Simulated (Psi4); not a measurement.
# triplet CHCl2F at 6 levels

Wanted: a comparison of 6 runs (U-revPBE/def2-SVPD, U-wB97X/def2-SVPD, UCAM-B3LYP/def2-SVPD, UDSD-PBEP86/def2-SVPD, UM06-2X/def2-SVPD, UPBE/def2-SVPD) of triplet CHCl2F. 

The results are computed with Psi4 1.11.

1 further run of the same task is left out (set aside as unsound or not needed).

### Step 1. The system as given

CHCl2F has 5 atoms, charge 0, and is taken as a triplet. As SMILES of the parent species, `FC(Cl)Cl`. The coordinates come from a PBE0-D4/def2-TZVP relaxation. That shape belongs to the parent species and isn't relaxed for this state.

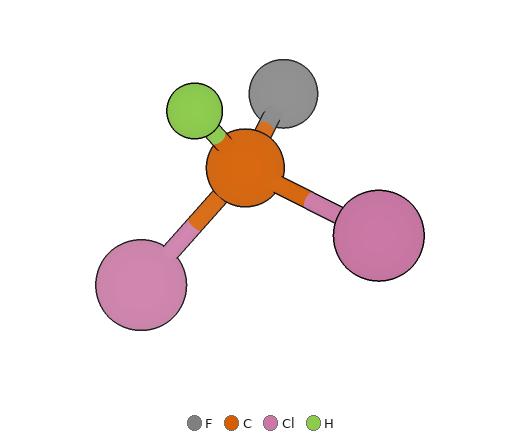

Viewed from a chosen angle; fluorine grey, carbon orange, chlorine pink, hydrogen green.

### Step 2. A single-point energy at U-revPBE/def2-SVPD (run 1)

calc.inp reads:

```
memory 1.6 GB

molecule geom {
  0 3
  F     -0.590600     0.132500     1.230400
  C      0.006400     0.099400     0.030700
  Cl     1.459900    -0.886800     0.126900
  Cl    -1.120400    -0.525200    -1.167100
  H      0.294600     1.106400    -0.262500
  units angstrom
  symmetry c1
  no_reorient
  no_com
}

set globals {
  reference            uks
  puream               true
  e_convergence        1e-09
  d_convergence        1e-08
  scf_type             pk
  dft_radial_points    99
  dft_spherical_points 590
  maxiter              100
}

E = energy('revpbe/def2-SVPD')
```

The run is started by

```
psi4 -n 1 calc.inp calc.out
```

calc.out:

```text
[...]
  Running in c1 symmetry.
[...]
  Nuclear repulsion =  211.954260524294256
[...]
  Multiplicity = 3
[...]
  Nalpha       = 26
  Nbeta        = 24
[...]
    Number of basis functions: 105
[...]
   @UKS iter   1: -1058.02285776971667    3.49200e-01   4.34583e-03 ADIIS/DIIS
[...]
   @UKS iter  15: -1058.12720868490442   -5.91172e-12   7.16892e-09 DIIS
[...]
   @S^2 Observed:                2.002894734E+00
[...]
  @UKS Final Energy: -1058.12720868490442
   => Energetics <=
    Nuclear Repulsion Energy =            211.9542605242942557
    One-Electron Energy =               -1881.3651661398762371
    Two-Electron Energy =                 683.7379561500113141
    DFT Exchange-Correlation Energy =     -72.4542592193337498
    Empirical Dispersion Energy =           0.0000000000000000
    VV10 Nonlocal Energy =                  0.0000000000000000
    Total Energy =                      -1058.1272086849044172
[...]
 Multipole Moments:
 ------------------------------------------------------------------------------------
     Multipole            Electronic (a.u.)      Nuclear  (a.u.)        Total (a.u.)
 ------------------------------------------------------------------------------------
 L = 1.  Multiply by 2.5417464519 to convert [e a0] to [Debye]
 Dipole X            :         -1.3823684            1.4911829            0.1088145
 Dipole Y            :         40.2780674          -39.8896619            0.3884055
 Dipole Z            :         12.5303151          -12.6386773           -0.1083622
 Magnitude           :                                                    0.4176623
[...]
```

It took 52 s on 1 thread of Intel Xeon Platinum 8259CL at 2.50GHz (Skylake/Cascade Lake), shared host; peak memory 0.64 GiB.

### Step 3. Energy and forces at U-wB97X/def2-SVPD (run 2)

input.json reads:

```json
{
  "schema_name": "qcschema_input",
  "schema_version": 1,
  "molecule": {
    "schema_name": "qcschema_molecule",
    "schema_version": 2,
    "symbols": ["F", "C", "Cl", "Cl", "H"],
    "geometry": [-1.11607225, 0.25038871, 2.32511902, 0.01209425, 0.18783878, 0.05801459, 2.75881117, -1.67580913, 0.23980625, -2.11724915, -0.99248416, -2.20549936, 0.55671332, 2.09079298, -0.49605311],
    "molecular_charge": 0,
    "molecular_multiplicity": 3,
    "fix_symmetry": "c1",
    "fix_com": true,
    "fix_orientation": true
  },
  "driver": "gradient",
  "model": {
    "method": "wb97x",
    "basis": "def2-SVPD"
  },
  "keywords": {
    "reference": "uks",
    "puream": true,
    "e_convergence": 1e-09,
    "d_convergence": 1e-08,
    "scf_type": "pk",
    "dft_radial_points": 99,
    "dft_spherical_points": 590,
    "maxiter": 100
  }
}
```

The run is started by

```
psi4 --qcschema input.json -n 1 --memory 1600MB
```

stdout:

```text
[...]
  Running in c1 symmetry.
[...]
  Nuclear repulsion =  211.954260614538413
[...]
  Multiplicity = 3
[...]
  Nalpha       = 26
  Nbeta        = 24
[...]
    Number of basis functions: 105
[...]
   @UKS iter   1: -1058.21126826038130    2.23328e-01   2.84147e-03 ADIIS/DIIS
[...]
   @UKS iter  34: -1058.25456083781364    1.15961e-11   5.76510e-09 DIIS
[...]
   @S^2 Observed:                2.011443658E+00
[...]
  @UKS Final Energy: -1058.25456083781364
   => Energetics <=
    Nuclear Repulsion Energy =            211.9542606145384127
    One-Electron Energy =               -1881.8720840024388963
    Two-Electron Energy =                 666.4339522104306752
    DFT Exchange-Correlation Energy =     -54.7706896603438764
    Empirical Dispersion Energy =           0.0000000000000000
    VV10 Nonlocal Energy =                  0.0000000000000000
    Total Energy =                      -1058.2545608378136421
[...]
  -Total Gradient:
     Atom            X                  Y                   Z
    ------   -----------------  -----------------  -----------------
       1        0.001064266000    -0.008955938177    -0.004623885611
       2        0.028321019168    -0.004207526817    -0.057653116293
       3       -0.091097990639     0.030683337656    -0.016963014208
       4        0.072386014456     0.007772158286     0.065023282581
       5       -0.010690813785    -0.025289028353     0.014252475947
[...]
```

The result, in JSON:

```text
{
 "driver": "gradient",
 "model": {
  "method": "wb97x",
  "basis": "def2-SVPD"
 },
 "success": true,
 "return_result": [0.001064266000441294, -0.008955938177418106, -0.004623885610766487, 0.02832101916832191, -0.0042075268169995544, -0.057653116292871016, -0.09109799063944635, 0.030683337655517694, -0.016963014207876173, 0.07238601445618167, 0.007772158286325437, 0.06502328258122922, -0.010690813784795146, -0.025289028352890153, 0.014252475946788176],
 "properties": {
  "calcinfo_nbasis": 105,
  "calcinfo_nmo": 105,
  "calcinfo_nalpha": 26,
  "calcinfo_nbeta": 24,
  "calcinfo_natom": 5,
  "nuclear_repulsion_energy": 211.9542606145384,
  "return_energy": -1058.2545608378136,
  "return_gradient": [0.001064266000441294, -0.008955938177418106, -0.004623885610766487, 0.02832101916832191, -0.0042075268169995544, -0.057653116292871016, -0.09109799063944635, 0.030683337655517694, -0.016963014207876173, 0.07238601445618167, 0.007772158286325437, 0.06502328258122922, -0.010690813784795146, -0.025289028352890153, 0.014252475946788176],
  "scf_one_electron_energy": -1881.872084002439,
  "scf_two_electron_energy": 666.4339522104307,
  "scf_xc_energy": -54.770689660343876,
  "scf_dipole_moment": [0.12997582246899198, 0.42442336339831854, -0.14041397106222142],
  "scf_total_energy": -1058.2545608378136,
  "scf_total_gradient": [0.001064266000441294, -0.008955938177418106, -0.004623885610766487, 0.02832101916832191, -0.0042075268169995544, -0.057653116292871016, -0.09109799063944635, 0.030683337655517694, -0.016963014207876173, 0.07238601445618167, 0.007772158286325437, 0.06502328258122922, -0.010690813784795146, -0.025289028352890153, 0.014252475946788176],
  "scf_iterations": 34
 }
}
```

It took 1.9 min on 1 thread of Intel Xeon Platinum 8259CL at 2.50GHz (Skylake/Cascade Lake), shared host; peak memory 0.75 GiB.

Runs 3 to 5 aren't shown in full; the table further down has their settings and results.

### Step 4. The energy at UPBE/def2-SVPD (run 6)

run.py reads:

```python
import numpy as np
from ase.calculators.psi4 import Psi4
from ase import Atoms

mol = Atoms(['F', 'C', 'Cl', 'Cl', 'H'], positions=[
    [-0.590600, 0.132500, 1.230400],
    [0.006400, 0.099400, 0.030700],
    [1.459900, -0.886800, 0.126900],
    [-1.120400, -0.525200, -1.167100],
    [0.294600, 1.106400, -0.262500],
])
calc = Psi4(atoms=mol, method='pbe', basis='def2-SVPD', memory='1600MB', num_threads=1, charge=0, multiplicity=3, label='chcl2f', reference='uks')
calc.psi4.set_options({'puream': True, 'e_convergence': 1e-09, 'd_convergence': 1e-08, 'scf_type': 'pk', 'dft_radial_points': 99, 'dft_spherical_points': 590, 'maxiter': 100})
mol.calc = calc

print(f'energy: {mol.get_potential_energy():.6f} eV')
```

The run is started by

```
python run.py
```

chcl2f.dat:

```text
[...]
  Running in c1 symmetry.
[...]
  Nuclear repulsion =  211.954260524294256
[...]
  Multiplicity = 3
[...]
  Nalpha       = 26
  Nbeta        = 24
[...]
    Number of basis functions: 105
[...]
   @UKS iter   1: -1057.71340204892022    3.61231e-01   4.48128e-03 DIIS/ADIIS
[...]
   @UKS iter  15: -1057.82415220158077   -6.36646e-12   7.47124e-09 DIIS
[...]
   @S^2 Observed:                2.002646250E+00
[...]
  @UKS Final Energy: -1057.82415220158077
   => Energetics <=
    Nuclear Repulsion Energy =            211.9542605242942557
    One-Electron Energy =               -1881.3241806522128172
    Two-Electron Energy =                 683.6865252762104319
    DFT Exchange-Correlation Energy =     -72.1407573498726720
    Empirical Dispersion Energy =           0.0000000000000000
    VV10 Nonlocal Energy =                  0.0000000000000000
    Total Energy =                      -1057.8241522015807732
[...]
 Multipole Moments:
 ------------------------------------------------------------------------------------
     Multipole            Electronic (a.u.)      Nuclear  (a.u.)        Total (a.u.)
 ------------------------------------------------------------------------------------
 L = 1.  Multiply by 2.5417464519 to convert [e a0] to [Debye]
 Dipole X            :         -0.4285218            0.5410048            0.1124830
 Dipole Y            :         -1.0219676            1.4021284            0.3801607
 Dipole Z            :          0.5689090           -0.6868901           -0.1179811
 Magnitude           :                                                    0.4136353
[...]
```

Standard output:

```text
energy: -28784.861351 eV
```

Wall time 40 s (1 thread of Intel Xeon Platinum 8259CL at 2.50GHz (Skylake/Cascade Lake), shared host); peak memory 0.65 GiB.

### Step 5. The series

```tsv
run	level	task	frozen core orbitals	energy (Eh)	dipole moment (D)	HOMO energy (eV)	⟨S²⟩	wall time
1	U-revPBE/def2-SVPD	energy	0	-1058.127209	1.06	-1.92	2.003	52 s
2	U-wB97X/def2-SVPD	gradient	0	-1058.254561	1.18	-4.67	2.011	1.9 min
3	UCAM-B3LYP/def2-SVPD	energy	0	-1058.296974	1.19	-4.04	2.008	72 s
4	UDSD-PBEP86/def2-SVPD (density fitting for correlation)	energy	12	-1057.398995	–	-4.55	2.020	49 s
5	UM06-2X/def2-SVPD	gradient	0	-1058.227693	1.22	-3.77	2.008	2.5 min
6	UPBE/def2-SVPD	energy	0	-1057.824152	1.05	-1.96	2.003	40 s
```

### Step 6. Summary of results

| quantity | value |
| --- | --- |
| run 6: total energy | -1057.82415 Eh |
| run 6: dipole moment | 1.05 D |
| run 6: HOMO energy (highest over α and β) | -1.96 eV |
| run 6: ⟨S²⟩ | 2.003 |

What this shows: Over runs 1, 2, 3, 5, 6 the dipole moment (its size) runs from 1.05 D (UPBE/def2-SVPD) to 1.22 D (UM06-2X/def2-SVPD). Totals of different functionals can't be ranked against each other. All runs together took 8 min, the longest 2.5 min.
